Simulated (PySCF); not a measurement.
# C₆H₅FS: excited states, first hyperpolarisability

Aim: compute the excited states, first hyperpolarisability of C₆H₅FS (`Fc1ccc(S)cc1`).

Programs: PySCF 2.14.0, with routines of our own; each step states its level. All values are computed. Atoms count from 0.

## 1. The system as given

13 atoms, charge 0, multiplicity 1; geometry from: GFN2-xTB.

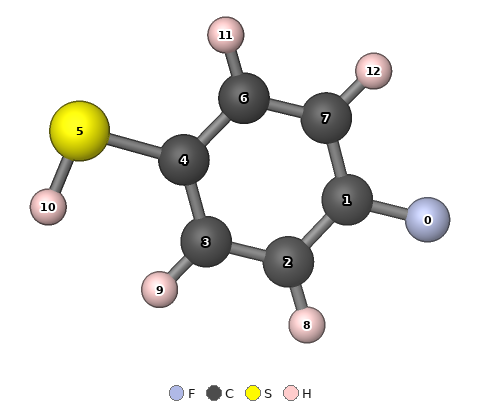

The starting geometry (fluorine light blue, carbon dark grey, sulfur yellow, hydrogen pink).

## 2. Geometry optimisation at PBE0-D3(BJ)/def2-SVP

Job settings and geometry (Å):

```
{"job": {"xc": "PBE0", "basis": "def2-SVP", "d3": "d3bj", "grid": 2, "kind": "geom"}, "charge": 0, "multiplicity": 1}
F     -2.922710     0.684877     0.105456
C     -1.620884     0.333836     0.056910
C     -0.659518     1.327884     0.041668
C      0.674684     0.970468    -0.007558
C      1.031517    -0.371644    -0.041164
S      2.723099    -0.876162    -0.108548
C      0.051043    -1.358359    -0.025484
C     -1.283939    -1.008225     0.023279
H     -0.956361     2.363993     0.068774
H      1.434607     1.737964    -0.019660
H      3.239145     0.351891    -0.094024
H      0.342622    -2.396914    -0.052022
H     -2.057693    -1.759122     0.034645
```

Started as:

```
$ OMP_NUM_THREADS=1 python excited_run.py task.json out
```

One launch serves the whole session: the jobs run in the order shown.

What it wrote:

```text
step   0  E = -728.81288465  max force = 0.018404
step   1  E = -728.81431827  max force = 0.003046
step   2  E = -728.81434531  max force = 0.001100
step   3  E = -728.81435191  max force = 0.000847
step   4  E = -728.81435672  max force = 0.000288
optimisation converged
```

It took 44 s on 1 thread of Arm Neoverse V2, shared host; peak memory 0.7 GiB.

Along the way:

```csv
step,energy from step 0 (eV),largest force component (eV/Å)
0,0.0000,0.9464
1,-0.0390,0.1566
2,-0.0397,0.0566
3,-0.0399,0.0436
4,-0.0401,0.0148
```

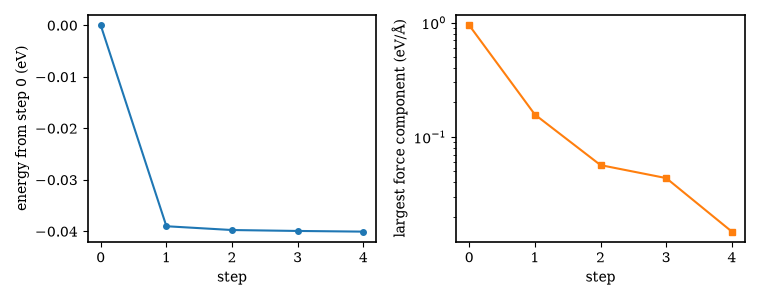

Energy and force, step by step.

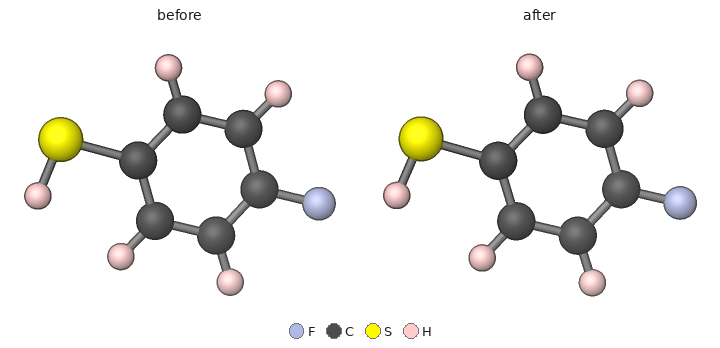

Before and after, at one scale.

Close pairs (by a distance rule), those that changed most:

```csv
bond,before (Å),after (Å),change (Å)
F0–C1,1.349,1.332,-0.017
S5–H10,1.332,1.349,+0.016
C6–H11,1.079,1.093,+0.014
C2–H8,1.078,1.092,+0.013
C7–H12,1.078,1.092,+0.013
C3–H9,1.080,1.093,+0.012
C3–C4,1.389,1.400,+0.011
C2–C3,1.382,1.392,+0.010
```

The next job starts from the end point, and lists it.

```csv
at the end point,value
point group (found at 0.08 Å tolerance),Cs
"rotational constants (GHz, main isotopes)","5.587, 0.960, 0.819"
dipole moment (D),1.16
```

## 3. Excited states: TDA CAM-B3LYP/def2-TZVP

Job settings and geometry (Å):

```
{"job": {"kind": "states", "xc": "CAM-B3LYP", "basis": "def2-TZVP", "tda": true, "soc": true, "nstates": 6, "ntriplets": 5, "nquad": 4}, "charge": 0, "multiplicity": 1}
F     -2.766507     0.725153     0.169398
C     -1.477710     0.388670     0.134417
C     -0.511492     1.385878     0.126425
C      0.834622     1.032359     0.088058
C      1.216470    -0.313938     0.058210
S      2.902332    -0.842518     0.006708
C      0.222837    -1.301832     0.068170
C     -1.123492    -0.954499     0.106043
H     -0.820527     2.432455     0.150008
H      1.592131     1.819580     0.081216
H      3.452293     0.388695     0.019622
H      0.504098    -2.357418     0.045886
H     -1.905282    -1.716153     0.113905
```

With the program's defaults for keys left out, this is: TDA CAM-B3LYP/def2-TZVP excited states, vertical, gas phase, spin-orbit mean-field couplings.

What it wrote:

```text
coarse grid: 12328 points
cycle   1  E = -729.6217382533  dE =  1.554e+00  |g| = 5.204e-01  |ddm| = 5.726e+00
cycle   2  E = -729.6285104035  dE = -6.772e-03  |g| = 5.722e-01  |ddm| = 1.819e+00
cycle   3  E = -729.6765654456  dE = -4.806e-02  |g| = 6.866e-02  |ddm| = 1.018e+00
cycle   4  E = -729.6772933742  dE = -7.279e-04  |g| = 3.102e-02  |ddm| = 1.006e-01
cycle   5  E = -729.6774971044  dE = -2.037e-04  |g| = 7.823e-03  |ddm| = 3.890e-02
cycle   6  E = -729.6775104605  dE = -1.336e-05  |g| = 2.535e-03  |ddm| = 1.572e-02
cycle   7  E = -729.6775119987  dE = -1.538e-06  |g| = 7.359e-04  |ddm| = 3.495e-03
final grid: 117464 points
cycle   8  E = -729.6709643812  dE = -4.140e-05  |g| = 4.136e-03  |ddm| = 6.706e-02
cycle   9  E = -729.6709635883  dE =  7.929e-07  |g| = 4.648e-03  |ddm| = 9.222e-03
cycle  10  E = -729.6709679644  dE = -4.376e-06  |g| = 5.811e-04  |ddm| = 5.997e-03
cycle  11  E = -729.6709680147  dE = -5.024e-08  |g| = 2.173e-04  |ddm| = 1.290e-03
cycle  12  E = -729.6709680254  dE = -1.077e-08  |g| = 5.276e-05  |ddm| = 3.190e-04
cycle  13  E = -729.6709680260  dE = -6.135e-10  |g| = 2.478e-05  |ddm| = 7.675e-05
converged SCF energy = -729.6709680260

Singlet excitations
state   eV       nm        f     d(h-e)  d(exc)  Lambda  PR(NTO)  |dmu|/D   mu/D   main configurations
  1   4.9341   251.3   0.03239   0.796   3.083   0.599   1.415    2.326    3.139   H->L 0.82, H-1->L+1 0.17
  2   5.0554   245.3   0.00003   0.800   2.902   0.424   1.011    2.833    1.959   H->L+2 0.88
  3   5.7572   215.4   0.23709   0.935   3.123   0.778   1.341    2.433    3.246   H->L+1 0.85, H-1->L 0.12
  4   6.6235   187.2   0.00484   1.189   3.263   0.435   1.035    4.666    3.747   H->L+3 0.81
  5   6.8449   181.1   0.10599   1.302   3.269   0.574   2.039                     H-1->L+1 0.43, H-2->L 0.42, H->L 0.12
  6   7.0403   176.1   0.53629   0.569   2.862   0.837   1.885                     H-1->L 0.67, H-2->L+1 0.21

Triplet excitations (Tamm-Dancoff)
state   eV     d(h-e)  d(exc)  Lambda  PR(NTO)   main configurations
  1   3.8192   0.245   2.689   0.788   1.549   H->L+1 0.72, H-1->L 0.19
  2   4.0074   0.592   2.952   0.587   1.031   H->L 0.92
  3   4.6334   0.612   2.743   0.458   1.159   H->L+2 0.75, H-2->L+2 0.09
  4   4.6387   0.050   2.672   0.834   1.696   H-1->L 0.72, H->L+1 0.18
  5   5.5128   0.199   2.670   0.646   1.031   H-1->L+1 0.98
S1 - T1 = 1.1149 eV

Spin-orbit couplings |<S|Hso|T>| (cm-1)
             T1       T2       T3       T4       T5
S0        0.729    0.831  147.552   43.139    0.246
S1        0.407    0.051    1.450    0.613    0.007
S2       16.064    1.379    2.151    7.752    0.110
S3        0.145    0.101   17.904    5.195    0.044
S4       15.704    1.426   45.893   15.504    0.909
S5        0.085    0.170    2.203    0.667    0.045
S6        0.141    0.087   13.919    4.040    0.133
T1 sublevels (cm-1): 0.000 0.011 0.020   radiative rates (1/s): 1.4 0.0184 1.97
```

Wall time 74 s (1 thread of Arm Neoverse V2, shared host); peak memory 1.1 GiB.

Key values:

```csv
quantity,value
S1 less T1,1.11 eV
```

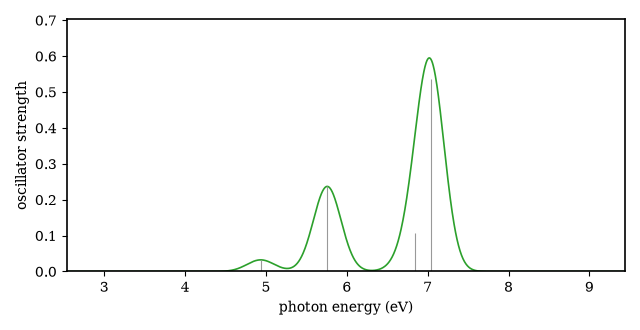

Absorption lines of the singlets. Lines are broadened to a width of 0.40 eV (Gaussian).

The fields below are evaluated on a grid from the run's orbitals.

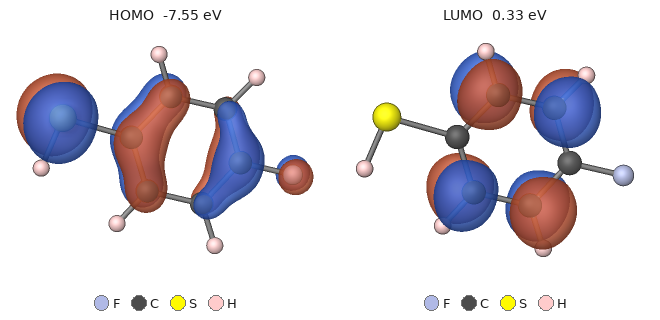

Frontier orbitals at CAM-B3LYP/def2-TZVP; each surface holds 70 % of the orbital's density, blue and red mark the sign.

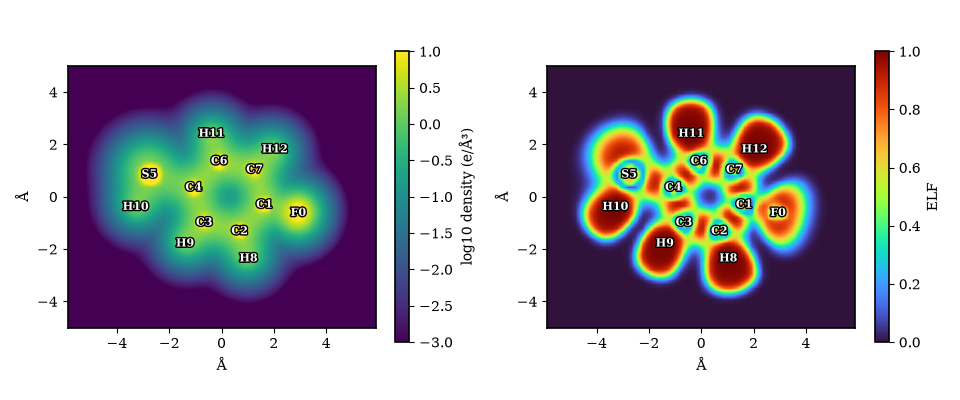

Density (left) and ELF (right) in a plane through or near 13 of the atoms.

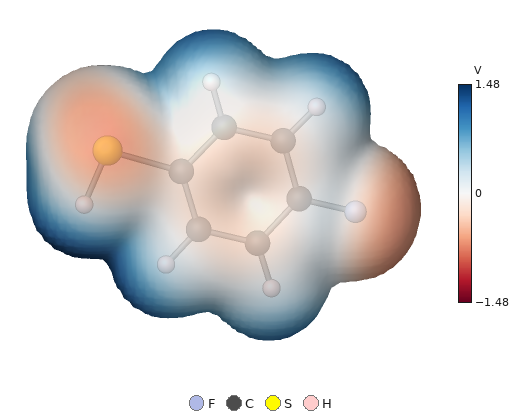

Electrostatic potential on the surface of density 0.002 e/bohr³; red is low, blue high. It runs from -0.69 V near S5 to 1.48 V near H10.

## 4. Excited states: TDDFT CAM-B3LYP/aug-cc-pVDZ

The job, as its differences from that of step 3:

```diff
@@ -1,2 +1,2 @@
-{"job": {"kind": "states", "xc": "CAM-B3LYP", "basis": "def2-TZVP", "tda": true, "soc": true, "nstates": 6, "ntriplets": 5, "nquad": 4}, "charge": 0, "multiplicity": 1}
+{"job": {"kind": "states", "xc": "CAM-B3LYP", "basis": "aug-cc-pVDZ", "tpa": true, "nstates": 8, "nquad": 6, "ntriplets": 0}, "charge": 0, "multiplicity": 1}
 F     -2.766507     0.725153     0.169398
```

Level: TDDFT CAM-B3LYP/aug-cc-pVDZ excited states, vertical, gas phase, two-photon moments by quadratic response.

What it wrote:

```text
coarse grid: 12328 points
cycle   1  E = -729.4989482598  dE =  1.608e+00  |g| = 4.697e-01  |ddm| = 2.638e+01
cycle   2  E = -729.5075826679  dE = -8.634e-03  |g| = 5.016e-01  |ddm| = 4.061e+00
cycle   3  E = -729.5491070990  dE = -4.152e-02  |g| = 6.297e-02  |ddm| = 1.427e+00
cycle   4  E = -729.5497876471  dE = -6.805e-04  |g| = 2.679e-02  |ddm| = 3.016e-01
cycle   5  E = -729.5499514784  dE = -1.638e-04  |g| = 7.372e-03  |ddm| = 1.754e-01
cycle   6  E = -729.5499640675  dE = -1.259e-05  |g| = 1.765e-03  |ddm| = 4.155e-02
cycle   7  E = -729.5499649504  dE = -8.829e-07  |g| = 6.384e-04  |ddm| = 1.088e-02
final grid: 117464 points
cycle   8  E = -729.5672737722  dE = -1.964e-05  |g| = 3.705e-03  |ddm| = 3.679e-01
cycle   9  E = -729.5672728911  dE =  8.812e-07  |g| = 4.476e-03  |ddm| = 4.660e-02
cycle  10  E = -729.5672771791  dE = -4.288e-06  |g| = 4.224e-04  |ddm| = 1.672e-02
cycle  11  E = -729.5672772137  dE = -3.456e-08  |g| = 1.405e-04  |ddm| = 2.382e-03
cycle  12  E = -729.5672772185  dE = -4.762e-09  |g| = 4.869e-05  |ddm| = 1.148e-03
cycle  13  E = -729.5672772191  dE = -6.005e-10  |g| = 1.644e-05  |ddm| = 2.493e-04
converged SCF energy = -729.5672772191

Singlet excitations
state   eV       nm        f     d(h-e)  d(exc)  Lambda  PR(NTO)  |dmu|/D   mu/D   delta(TPA)   sigma/GM   main configurations
  1   4.7829   259.2   0.02457   0.741   3.116   0.586   1.394    2.387    3.168       16.92      0.142   H->L+1 0.87, H-1->L+3 0.10
  2   4.9661   249.7   0.00242   1.024   3.470   0.286   1.021    3.981    2.971       11.84      0.107   H->L 0.58, H->L+7 0.16, H->L+5 0.12
  3   5.4310   228.3   0.19305   0.729   3.284   0.719   1.299    1.804    2.620       48.28      0.522   H->L+3 0.90
  4   5.6995   217.5   0.01596   2.108   4.105   0.279   1.016    9.539    8.685      121.17      1.442   H->L+5 0.37, H->L 0.19, H->L+2 0.11
  5   5.9770   207.4   0.00265   1.447   4.760   0.217   1.065    5.953    6.983        2.18      0.029   H->L+2 0.62, H->L 0.11
  6   6.1838   200.5   0.00079   0.779   5.094   0.203   1.051    2.843    2.658       26.08      0.365   H->L+4 0.74, H->L+2 0.11
  7   6.5535   189.2   0.14294   0.517   3.145   0.570   1.911                                            H-1->L+3 0.68, H-2->L+1 0.18, H->L+1 0.10
  8   6.6265   187.1   0.42572   0.169   2.924   0.809   1.623                                            H-1->L+1 0.82
```

Run time: 68 s. Hardware: 1 thread of Arm Neoverse V2, shared host; peak memory 0.94 GiB.

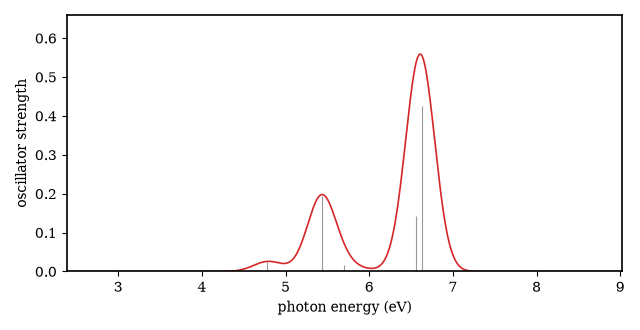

Absorption lines of the singlets. Lines are broadened to a width of 0.40 eV (Gaussian).

## 5. First hyperpolarisability: quadratic response CAM-B3LYP/aug-cc-pVDZ

The job, as its differences from that of step 4:

```diff
@@ -1,2 +1,2 @@
-{"job": {"kind": "states", "xc": "CAM-B3LYP", "basis": "aug-cc-pVDZ", "tpa": true, "nstates": 8, "nquad": 6, "ntriplets": 0}, "charge": 0, "multiplicity": 1}
+{"job": {"kind": "beta", "xc": "CAM-B3LYP", "basis": "aug-cc-pVDZ"}, "charge": 0, "multiplicity": 1}
 F     -2.766507     0.725153     0.169398
```

Method: quadratic response CAM-B3LYP/aug-cc-pVDZ first hyperpolarisability, Taylor convention, gas phase.

What it wrote:

```text
coarse grid: 12328 points
cycle   1  E = -729.4989482598  dE =  1.608e+00  |g| = 4.697e-01  |ddm| = 2.638e+01
cycle   2  E = -729.5075826679  dE = -8.634e-03  |g| = 5.016e-01  |ddm| = 4.061e+00
cycle   3  E = -729.5491070990  dE = -4.152e-02  |g| = 6.297e-02  |ddm| = 1.427e+00
cycle   4  E = -729.5497876471  dE = -6.805e-04  |g| = 2.679e-02  |ddm| = 3.016e-01
cycle   5  E = -729.5499514784  dE = -1.638e-04  |g| = 7.372e-03  |ddm| = 1.754e-01
cycle   6  E = -729.5499640675  dE = -1.259e-05  |g| = 1.765e-03  |ddm| = 4.155e-02
cycle   7  E = -729.5499649504  dE = -8.829e-07  |g| = 6.384e-04  |ddm| = 1.088e-02
final grid: 117464 points
cycle   8  E = -729.5672737722  dE = -1.964e-05  |g| = 3.705e-03  |ddm| = 3.679e-01
cycle   9  E = -729.5672728911  dE =  8.812e-07  |g| = 4.476e-03  |ddm| = 4.660e-02
cycle  10  E = -729.5672771791  dE = -4.288e-06  |g| = 4.224e-04  |ddm| = 1.672e-02
cycle  11  E = -729.5672772137  dE = -3.456e-08  |g| = 1.405e-04  |ddm| = 2.382e-03
cycle  12  E = -729.5672772185  dE = -4.762e-09  |g| = 4.869e-05  |ddm| = 1.148e-03
cycle  13  E = -729.5672772191  dE = -6.005e-10  |g| = 1.644e-05  |ddm| = 2.493e-04
converged SCF energy = -729.5672772191

Lowest singlets (eV, f): 4.7829 0.0246  4.9661 0.0024  5.4310 0.1931

First hyperpolarisability (au)
process     nm      |vector|   parallel      HRS      DR
static         -      110.79     -38.91      55.61   3.145
shg       1907.0      106.97     -37.06      57.38   2.796
eope      1907.0      109.64     -38.34          -       -
shg       1064.0       93.72     -31.01      62.91   2.134
eope      1064.0      106.65     -36.91          -       -
```

It took 53 s on 1 thread of Arm Neoverse V2, shared host; peak memory 0.93 GiB.

## 6. Excited states: TDA CAM-B3LYP/def2-TZVP in toluene

The job, as its differences from that of step 5:

```diff
@@ -1,2 +1,2 @@
-{"job": {"kind": "beta", "xc": "CAM-B3LYP", "basis": "aug-cc-pVDZ"}, "charge": 0, "multiplicity": 1}
+{"job": {"kind": "states", "xc": "CAM-B3LYP", "basis": "def2-TZVP", "tda": true, "soc": true, "nstates": 6, "ntriplets": 5, "nquad": 4, "solvent": "toluene"}, "charge": 0, "multiplicity": 1}
 F     -2.766507     0.725153     0.169398
```

Level: TDA CAM-B3LYP/def2-TZVP excited states, vertical, IEF-PCM toluene (non-equilibrium response), spin-orbit mean-field couplings.

What it wrote:

```text
coarse grid: 12328 points
cycle   1  E = -729.6271378915  dE =  1.548e+00  |g| = 5.147e-01  |ddm| = 5.717e+00
cycle   2  E = -729.6341348058  dE = -6.997e-03  |g| = 5.619e-01  |ddm| = 1.792e+00
cycle   3  E = -729.6801550931  dE = -4.602e-02  |g| = 6.555e-02  |ddm| = 9.686e-01
cycle   4  E = -729.6808251889  dE = -6.701e-04  |g| = 2.951e-02  |ddm| = 1.047e-01
cycle   5  E = -729.6810053509  dE = -1.802e-04  |g| = 7.711e-03  |ddm| = 3.860e-02
cycle   6  E = -729.6810183880  dE = -1.304e-05  |g| = 2.210e-03  |ddm| = 1.633e-02
cycle   7  E = -729.6810195818  dE = -1.194e-06  |g| = 6.250e-04  |ddm| = 3.405e-03
final grid: 117464 points
cycle   8  E = -729.6744467959  dE = -4.183e-05  |g| = 3.969e-03  |ddm| = 6.692e-02
cycle   9  E = -729.6744465398  dE =  2.561e-07  |g| = 4.247e-03  |ddm| = 8.541e-03
cycle  10  E = -729.6744501018  dE = -3.562e-06  |g| = 5.637e-04  |ddm| = 5.522e-03
cycle  11  E = -729.6744501459  dE = -4.418e-08  |g| = 1.979e-04  |ddm| = 1.256e-03
cycle  12  E = -729.6744501543  dE = -8.353e-09  |g| = 3.506e-05  |ddm| = 3.483e-04
cycle  13  E = -729.6744501546  dE = -3.240e-10  |g| = 1.380e-05  |ddm| = 6.317e-05
converged SCF energy = -729.6744501546

Singlet excitations
state   eV       nm        f     d(h-e)  d(exc)  Lambda  PR(NTO)  |dmu|/D   mu/D   main configurations
  1   4.9340   251.3   0.04626   0.781   3.076   0.599   1.374    2.707    3.645   H->L 0.83, H-1->L+1 0.15
  2   5.1532   240.6   0.00003   0.778   2.877   0.432   1.010    3.125    2.193   H->L+2 0.87
  3   5.6699   218.7   0.33982   0.971   3.139   0.774   1.240    3.070    4.001   H->L+1 0.88, H-1->L 0.08
  4   6.7236   184.4   0.00613   1.243   3.259   0.446   1.035    5.499    4.434   H->L+3 0.83
  5   6.7830   182.8   0.22815   1.013   3.168   0.594   2.040                     H-1->L+1 0.56, H-2->L 0.28, H->L 0.13
  6   6.8647   180.6   0.72165   0.371   2.785   0.855   1.571                     H-1->L 0.78, H-2->L+1 0.12

Triplet excitations (Tamm-Dancoff)
state   eV     d(h-e)  d(exc)  Lambda  PR(NTO)   main configurations
  1   3.8305   0.242   2.686   0.789   1.557   H->L+1 0.72, H-1->L 0.19
  2   4.0467   0.592   2.950   0.588   1.033   H->L 0.92
  3   4.6444   0.100   2.666   0.870   1.519   H-1->L 0.78, H->L+1 0.20
  4   4.7419   0.655   2.734   0.431   1.014   H->L+2 0.82, H-2->L+2 0.10
  5   5.4882   0.194   2.671   0.647   1.034   H-1->L+1 0.98
S1 - T1 = 1.1035 eV

Spin-orbit couplings |<S|Hso|T>| (cm-1)
             T1       T2       T3       T4       T5
S0        0.655    0.762    2.204  152.066    0.241
S1        0.226    0.036    0.079    1.319    0.006
S2       15.676    1.404    7.911    0.404    0.096
S3        0.155    0.092    0.295   17.025    0.042
S4       15.780    1.571    8.319   46.000    0.881
S5        0.315    0.165    0.169    2.478    0.025
S6        0.079    0.062    0.142    8.941    0.091
T1 sublevels (cm-1): 0.000 0.011 0.017   radiative rates (1/s): 1.73 0.0127 1.98
```

Run time: 67 s. Hardware: 1 thread of Arm Neoverse V2, shared host; peak memory 1.1 GiB.

Key values:

```csv
quantity,value
S1 less T1,1.10 eV
```

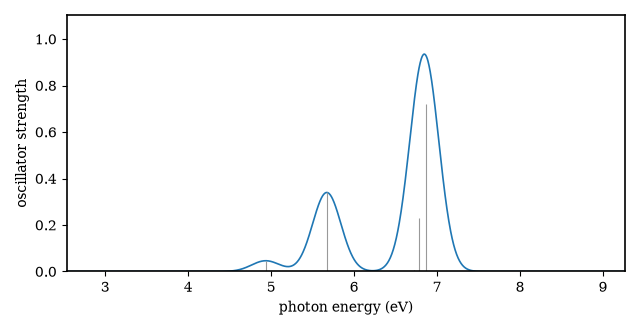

Absorption lines of the singlets. Lines are broadened to a width of 0.40 eV (Gaussian).

## 7. Outcome

```
                                                   quantity                                               value
                                                point group                                                  Cs
                       rotational constants (main isotopes)                                5.59, 0.96, 0.82 GHz
               S1 less T1 (step 3, TDA CAM-B3LYP/def2-TZVP)                                             1.11 eV
                      surface potential, least and greatest                                  -0.69 V and 1.48 V
β vector (step 5, quadratic response CAM-B3LYP/aug-cc-pVDZ)  static 111, SHG 1907.0 nm 107, SHG 1064.0 nm 94 au
    S1 less T1 (step 6, TDA CAM-B3LYP/def2-TZVP in toluene)                                             1.10 eV
```

What this shows: The optimisation took 4 steps and gained 0.040 eV; among the close pairs (by a distance rule), F0–C1 changed most, from 1.349 to 1.332 Å. No frequency check was run at this level, so the end point may be a saddle. In step 3, the number of triplets below S1 is 4, and the largest singlet-triplet spin-orbit coupling is S0–T3, 147.55 cm⁻¹. In step 6, the number of triplets below S1 is 4, and the largest singlet-triplet spin-orbit coupling is S0–T4, 152.07 cm⁻¹.
